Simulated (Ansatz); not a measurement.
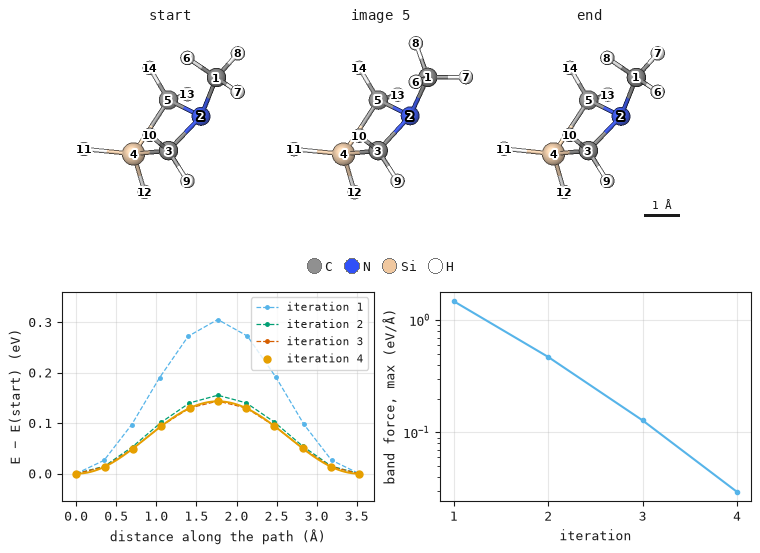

A search for the minimum-energy path of C3H9NSi by the nudged elastic band. Images are numbered from 0 (start) to 10 (end). The plot follows the band through its iterations. A ball-and-stick model, seen from a free direction.

These are results of Ansatz 0.2.0, RKS B3LYP-D4/STO-3G, not measurements.

Input
```yaml
crystal:
  periodic: [false, false, false]
  atoms:
    - { symbol: C, position_ang: [-0.520169, 1.745471, -0.336038] }
    - { symbol: "N", position_ang: [0.430221, 0.58761, -0.154142] }
    - { symbol: C, position_ang: [0.26397, -0.110898, 1.213858] }
    - { symbol: Si, position_ang: [0.508323, -1.762124, 0.34357] }
    - { symbol: C, position_ang: [0.105188, -0.602742, -1.083691] }
    - { symbol: H, position_ang: [-1.588175, 1.466118, -0.205751] }
    - { symbol: H, position_ang: [-0.271434, 2.529989, 0.400234] }
    - { symbol: H, position_ang: [-0.388185, 2.159021, -1.351407] }
    - { symbol: H, position_ang: [1.002318, 0.257041, 1.946687] }
    - { symbol: H, position_ang: [-0.748038, 0.018794, 1.644168] }
    - { symbol: H, position_ang: [-0.436872, -2.8187, 0.635418] }
    - { symbol: H, position_ang: [1.857057, -2.2813, 0.361512] }
    - { symbol: H, position_ang: [0.730353, -0.586313, -1.992863] }
    - { symbol: H, position_ang: [-0.957758, -0.631069, -1.392654] }
basis:
  gaussian: { orbitals: STO-3G }
hamiltonian:
  xc: b3lyp
  dispersion: d4
neb:
  order_check: false
  images: 9
  f_tol: 0.03
  max_iterations: 43
  initial_path: idpp
  final_atoms:
    - { symbol: C, position_ang: [-0.52300607, 1.75186799, -0.2974882] }
    - { symbol: "N", position_ang: [0.42875025, 0.60392331, -0.06997372] }
    - { symbol: C, position_ang: [0.12668746, -0.17503695, 1.22896498] }
    - { symbol: Si, position_ang: [0.50672681, -1.76928094, 0.30283693] }
    - { symbol: C, position_ang: [0.24653951, -0.53612669, -1.09572207] }
    - { symbol: H, position_ang: [-0.37790243, 2.49912588, 0.50254419] }
    - { symbol: H, position_ang: [-0.2884107, 2.22337892, -1.26820977] }
    - { symbol: H, position_ang: [-1.59201335, 1.44704259, -0.30398207] }
    - { symbol: H, position_ang: [0.77176381, 0.1612331, 2.05864476] }
    - { symbol: H, position_ang: [-0.92921119, -0.08729424, 1.55086186] }
    - { symbol: H, position_ang: [-0.44366498, -2.85370418, 0.42265849] }
    - { symbol: H, position_ang: [1.85415863, -2.27086911, 0.45036321] }
    - { symbol: H, position_ang: [0.97657129, -0.45691145, -1.91932685] }
    - { symbol: H, position_ang: [-0.77019003, -0.56645022, -1.53327074] }
```

Run as
```bash
ansatz run input.yaml --threads 1 --pin off --max-ram 2048MiB --backend cpu --events-out ev --progress --plain --runs-dir out
```

Q: Judge this run.

A: The result is final at these settings. The band converged in 4 iterations. The largest component of the band force went from 1.5 to 0.03 eV/Å. The climbing image converged on the top of the path. Its vibrational analysis gives one imaginary mode (234i cm⁻¹), as a transition state must have. The first iteration put the highest image at 0.305 eV. The barrier is about 0.143 eV in both directions, with image 5 at the top; the ends have the same energy.

Limits of the set-up: STO-3G is a minimal basis, so the numbers are rough.
